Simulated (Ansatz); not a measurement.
Effect of Se → Rh on Se

Consider Se (space group P3_121, No. 152; a = 4.506 Å, c = 4.991 Å; made of chains).

It is then changed as follows: every Se is replaced by Rh, then cell and atoms are relaxed.

Computed with r2SCAN (Ansatz, a first-principles code, PAW, spin-orbit coupling left out). Settings: 18×18×18 k-points, 0.05 eV Fermi–Dirac smearing, for the changed cell.

```json
[
 {"quantity": "volume per atom", "base": "29.25 Å³", "changed": "15.86 Å³", "shift": "-13.39 Å³"},
 {"quantity": "density", "base": "4.48 g/cm³", "changed": "10.78 g/cm³", "shift": "+6.294 g/cm³"},
 {"quantity": "space group", "base": "P3_121 (No. 152)", "changed": "Pm-3m (No. 221)", "shift": "–"},
 {"quantity": "shortest interatomic distance", "base": "2.375 Å", "changed": "2.512 Å", "shift": "+0.1378 Å"},
 {"quantity": "band gap", "base": "1.33 eV", "changed": "zero", "shift": "–"}
]
```

Final structure:

```xyz
1
Lattice="2.5123 0.0000 0.0000 0.0000 2.5123 0.0000 0.0000 0.0000 2.5123" Properties=species:S:1:pos:R:3 pbc="T T T"
Rh     1.2562     1.2562     1.2562
```

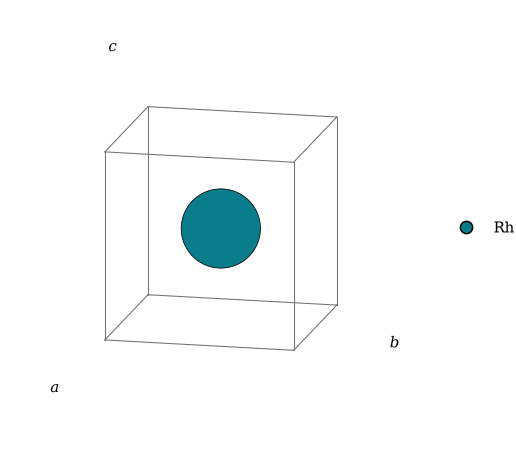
Figure: The relaxed conventional cell after the change

Cost of the whole job for the changed cell (relaxation, final SCF and bands): very roughly 10 core-minutes.

No phonon test of stability was made. As relaxed here, Rh is a hypothetical phase, not in the database extracts checked. The final runs are not spin-polarised. No dispersion term is included, though the crystal is made of layers, chains or molecules, so its spacings can come out too wide. Rh has a high density of states at the Fermi level and may be magnetic at this level.
